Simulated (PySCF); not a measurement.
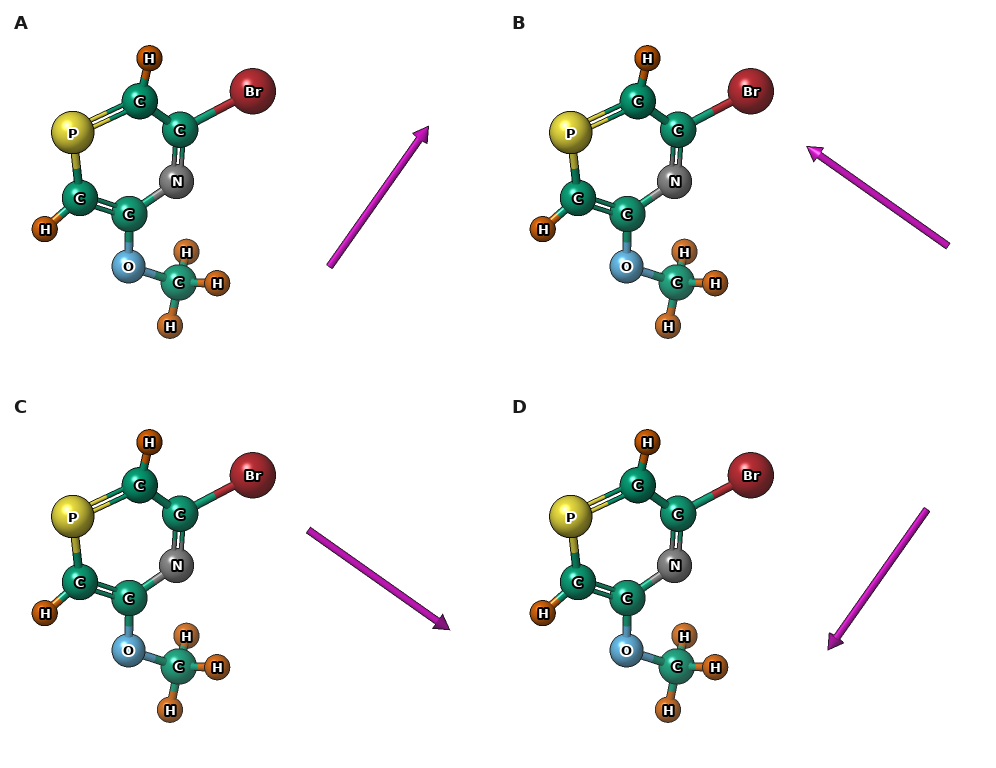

The same molecule four times, each with an arrow. The computed structure is the end point of a GFN2-xTB optimisation. No frequency run is at hand to confirm it as a minimum. Method: ωB97X-D/def2-SVPD, gas phase (PySCF 2.14.0).

Which arrow points along the dipole moment, from the negative to the positive end?

Answer. D. The dipole moment is 1.42 D.

The geometry is semi-empirical. Around Br, P such bond lengths and angles can be off by a tenth of an ångström or more and by several degrees, and values that hang on the shape move with them.
